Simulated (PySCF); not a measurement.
## A study: C2H2F2NO, doublet, SMILES `NC(=O)[C](F)F`

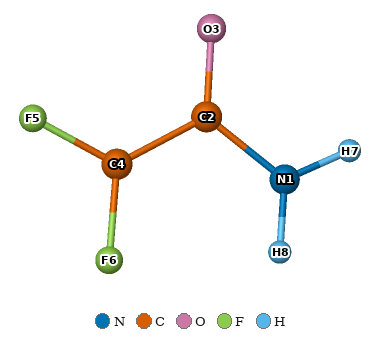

The molecule, with its atoms numbered as below. No frequency check shows the geometry to be a minimum.

Geometry (Å), atoms numbered from 1:

```
N1      -1.4958    0.9600    0.0000
C2      -0.7724   -0.1972    0.0000
O3      -1.2760   -1.3074    0.0000
C4       0.6528    0.0048    0.0000
F5       1.5401   -0.9636    0.0000
F6       1.2336    1.2014    0.0000
H7      -2.4980    0.8839    0.0000
H8      -1.0699    1.8689    0.0000
```

Part 1: Bonding charge

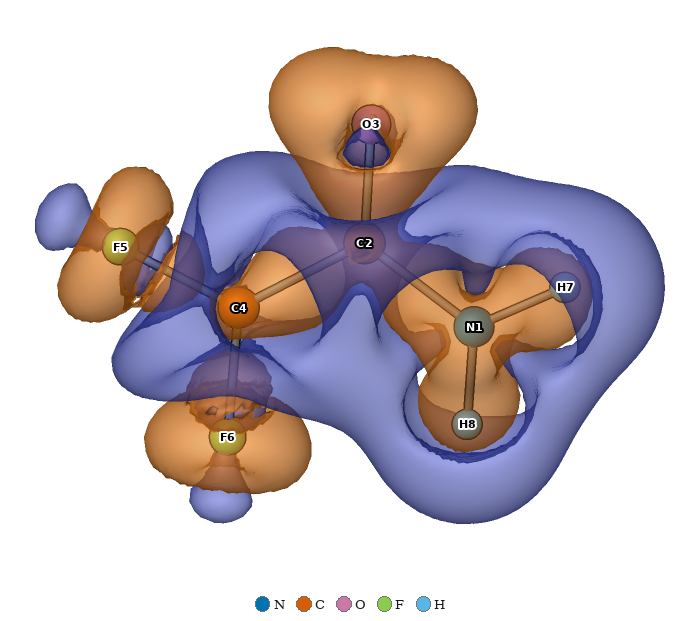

Deformation density (molecule less spherical, spin-averaged free atoms at the same positions), surfaces at ±0.04 e/Å³; orange: gain, blue: loss.

PySCF calculation, B3LYP/6-31+G*, gas phase; geometry: GFN2-xTB. The stability of the open-shell solution wasn't checked. GFN2-xTB doesn't know the spin state, so this open-shell geometry is rough.

Question: How much density has each bond gained at its critical point, relative to the free atoms?

Answer: N1–H8: +0.75 e/Å³ at the bond critical point (bond length 1.00 Å). N1–H7: +0.75 e/Å³ at the bond critical point (bond length 1.00 Å). C2–O3: +0.63 e/Å³ at the bond critical point (bond length 1.22 Å). C2–C4: +0.60 e/Å³ at the bond critical point (bond length 1.44 Å). N1–C2: +0.43 e/Å³ at the bond critical point (bond length 1.36 Å). C4–F5: +0.08 e/Å³ at the bond critical point (bond length 1.31 Å); up to 0.6 Å beside the axis the gain reaches +0.30 e/Å³. C4–F6: +0.03 e/Å³ at the bond critical point (bond length 1.33 Å); up to 0.6 Å beside the axis the gain reaches +0.28 e/Å³. In all, 1.9 electrons gather in the regions of gain relative to the promolecule. A small or negative value marks a very polar bond, one between electron-rich atoms, whose free-atom densities already overlap strongly, a long bond to a heavier atom, or a closed-shell contact such as a hydrogen bond.

Part 2: Bond critical points

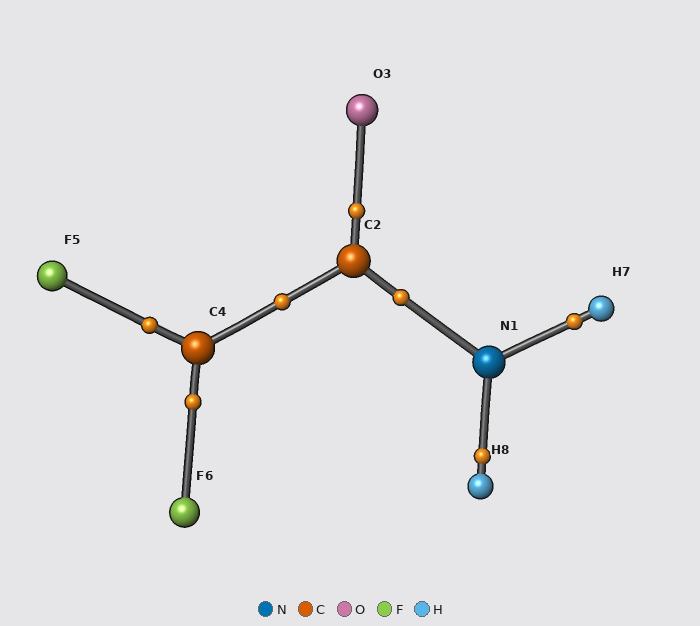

Molecular graph of the electron density (QTAIM): bond paths, bond critical points (orange), ring points (yellow, if any); weak paths are dashed.

Question: How many critical points of each kind are there, and does the count close?

Answer: 8 nuclei, 7 bond, 0 ring and 0 cage critical points: 8 − 7 + 0 − 0 = 1, as the Poincaré–Hopf relation requires.

Question: Tabulate density, Laplacian, ellipticity and energy density at the bond critical points (atomic units).

Answer:
```tsv
bond	length (Å)	ρ (a.u.)	∇²ρ (a.u.)	ε	H (a.u.)
C2–O3	1.219	0.408	+0.06	0.11	−0.700
N1–H8	1.004	0.334	−1.68	0.04	−0.465
N1–H7	1.005	0.332	−1.68	0.04	−0.462
N1–C2	1.365	0.322	−1.00	0.15	−0.507
C2–C4	1.439	0.293	−0.82	0.29	−0.292
C4–F5	1.313	0.280	+0.27	0.43	−0.405
C4–F6	1.330	0.268	+0.23	0.43	−0.383
```

Question: What kind of interaction is C2–O3?

Answer: Polar or intermediate (positive Laplacian, negative energy density H): ρ = 0.408, ∇²ρ = +0.06, H = −0.700 a.u.

Part 3: Local ionisation energy

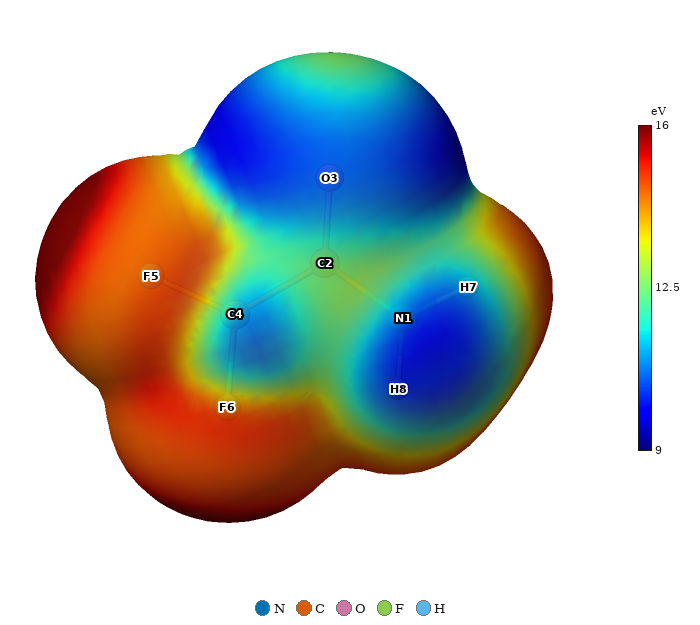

Average local ionisation energy on the surface of electron density 0.001 a.u.

Question: Where are the most loosely bound electrons on this surface?

Answer: The lowest value is 9.6 eV, about equally far (1.9 Å) from O3 and H7. Further minima include 9.7 eV, off the molecular plane, over N1 (2.0 Å), and at like points elsewhere; 9.8 eV, 1.9 Å from O3; 10.7 eV, off the molecular plane, over C4 (1.9 Å), and at like points elsewhere. For comparison, the highest occupied orbital lies at −6.5 eV.

Question: What volume does the surface enclose, and what is the dipole moment?

Answer: About 91 Å³; the dipole moment is 3.7 D.

Part 4: Spin density

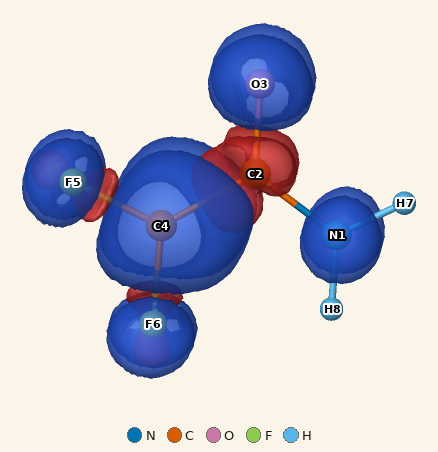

Spin density ρα − ρβ at ±0.01 e/Å³ (blue: excess α, red: excess β).

Question: Where is the unpaired spin?

Answer: Hirshfeld spin populations: C4 +0.55, O3 +0.14, F5 +0.11, F6 +0.10 and C2 +0.06. ⟨S²⟩ = 0.76, against 0.75 for a pure state. The picture also shows regions of β spin from spin polarisation; the Hirshfeld sums, whose atoms overlap, net them against the α spin of neighbours.

Part 5: In an electric field

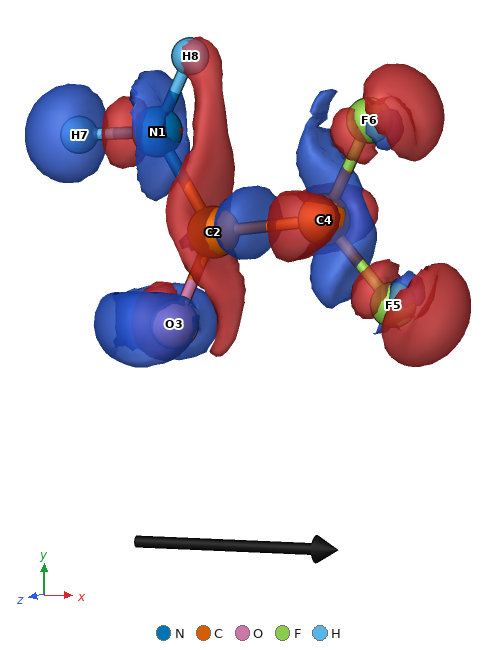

Change of the electron density in a uniform field of 0.51 V/Å along +x (arrow), surfaces at ±0.006 e/Å³ (blue: gain, red: loss).

Level of theory: HF/6-31+G* (PySCF), at a geometry from GFN2-xTB. The basis has diffuse s and p functions alone, which still leaves polarisabilities too small, most of all across bonds. The stability of the open-shell solution wasn't checked. GFN2-xTB doesn't know the spin state, so this open-shell geometry is rough.

The field was applied in both directions; the picture shows the one opposite to the script's first.

Question: How large is the response?

Answer: The induced dipole is 0.92 D (along the field); α along this axis, from the fields in both directions, is 36 bohr³ (5.3 Å³).

Part 6: Removing or adding an electron

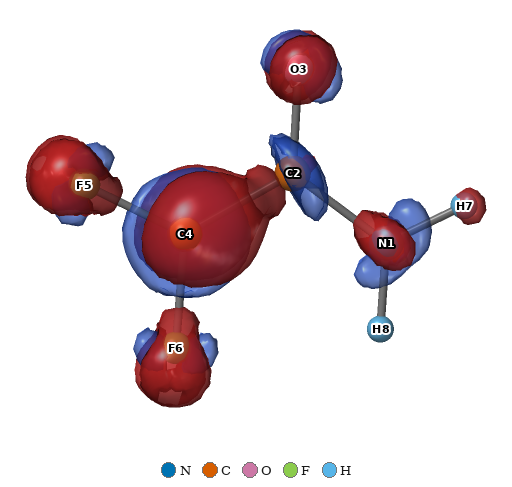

Fukui function f⁻ = ρ(N) − ρ(N−1) at fixed geometry, surfaces at ±0.05 e/Å³ (red positive, blue negative).

PySCF calculation, HF/def2-SVPD, gas phase; geometry: GFN2-xTB. GFN2-xTB doesn't know the spin state, so this open-shell geometry is rough.

Question: On which atoms does the density change most on removal of an electron?

Answer: f⁻ (Hirshfeld-condensed) is largest on C4 (0.34); the vertical ionisation energy is 9.49 eV (to the singlet cation, which needn't be its lowest state). Condensed values hint at sites of electrophilic attack but needn't mark the atom that reacts. Orbital relaxation makes it negative in places (0.25 e in all).

The PySCF runs shown took 43 s, 14 s and 14 s on 1 thread of Intel(R) Xeon(R) Processor @ 2.50GHz (Skylake/Cascade Lake) (shared host).
